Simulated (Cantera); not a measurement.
Input: 1 mol Nb2O5, 18 mol H2, 1.4 mol H2O, equilibrated at 0.0520 bar.

Cantera equilibrium calculation (NASA polynomials, part measured and part estimated; ideal gas, pure solids and liquids). Candidate condensed phases: H2O, Nb, NbO, NbO2, Nb2O5; 12 gas species. Mutual solubility and eutectic melting of coexisting phases are not modelled. Condensed phases not in the tables: the oxides between NbO2 and Nb2O5. Equilibrium is a limit: real reactors are often held back by kinetics, nucleation or transport.

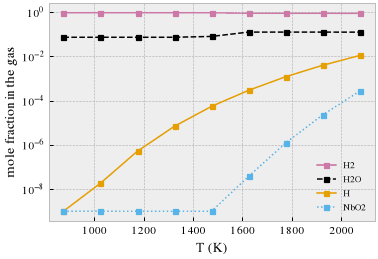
Figure: Equilibrium gas composition (values under 1e-9 drawn at 1e-9)

From 875 K to 1325 K the condensed part is Nb2O5(s). At 1475 K the condensed part is NbO2(s) + Nb2O5(s). From 1625 K to 2075 K the condensed part is NbO2(s).
